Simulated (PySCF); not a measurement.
AlI$_{3}$, SMILES `I[Al](I)I`.

PySCF calculation, PBE/def2-TZVP, gas phase; geometry: GFN2-xTB. Core potentials replace the inner electrons of I; spin–orbit coupling isn't included. No frequency check shows the geometry to be a minimum. GFN2-xTB bond lengths at metals and heavier atoms can be off by up to 0.1 Å and shapes distorted, which carries into these values.

Input

```python
import numpy as np
from pyscf import gto, scf, dft
from pyscf.scf import atom_ks, atom_hf
from scipy.linalg import block_diag

def solve(mol, dm0=None, hcore=None):
    mf = (dft.UKS if mol.spin else dft.RKS)(mol, xc='pbe')
    mf.grids.level = 3
    mf = mf.density_fit(auxbasis='def2-universal-jkfit')
    mf.conv_tol, mf.max_cycle = 1e-8, 80
    if hcore is not None:
        mf.get_hcore = lambda *args: hcore
    mf.kernel(dm0)
    if not mf.converged:
        mf = mf.newton().run(mf.mo_coeff, mf.mo_occ, max_cycle=30)
    assert mf.converged, 'SCF not converged'
    return mf

mol = gto.M(atom='''
I     -1.82815    -1.72316     0.00000
Al    -0.00074     0.00000     0.00000
I     -0.57813     2.44485     0.00000
I      2.40646    -0.72170     0.00000
''', basis='def2-tzvp', ecp={'I': 'def2-tzvp'}, charge=0, spin=0, verbose=4)
mf = solve(mol)
mf.analyze()
# spherically averaged free atoms, for the promolecule
atom_ks.AtomSphAverageRKS.init_guess_by_vsap = lambda self, mol=None: self.init_guess_by_minao(mol)  # core potentials
atm = atom_ks.get_atm_nrks(mol, xc='pbe')
pro = block_diag(*[(atm[a[0]][2] * atm[a[0]][3]) @ atm[a[0]][2].T for a in mol._atom])
np.savez('result.npz', e=mf.e_tot, c=mf.mo_coeff, occ=mf.mo_occ, eps=mf.mo_energy, pro=pro, dip=mf.dip_moment(verbose=0), s2=mf.spin_square()[0])
```

Command:

```sh
OMP_NUM_THREADS=1 python input.py
```

The run took 36 s on 1 thread of Arm Neoverse V1, with other jobs on the host, peak memory 0.62 GiB.

Partitions, critical points and surface values were worked out afterwards from this run's density.

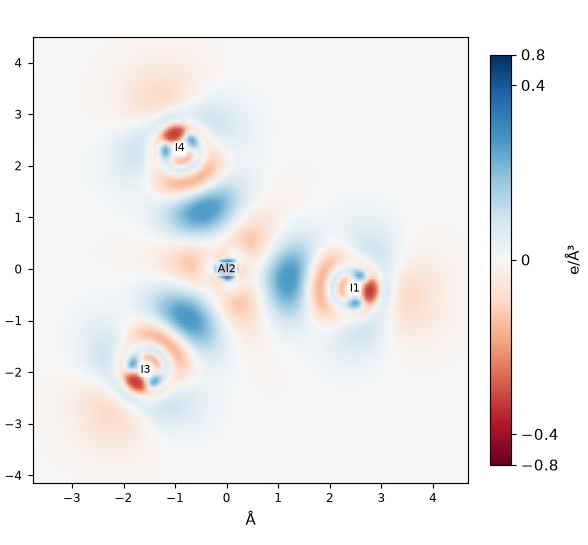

Deformation density (molecule less spherical, spin-averaged free atoms) in the molecular plane; colour scale in e/Å³, logarithmic beyond ±0.1; blue: gain, red: loss.

Q: Describe the bonding that the map shows.

A: I1–Al2, Al2–I3 and Al2–I4: +0.06 e/Å³ at the bond critical point (bond length 2.51 Å, Mayer order 1.2). In all, 0.8 electrons gather in the regions of gain relative to the promolecule. A small or negative value marks a very polar bond, one between electron-rich atoms, whose free-atom densities already overlap strongly, a long bond to a heavier atom, or a closed-shell contact such as a hydrogen bond.
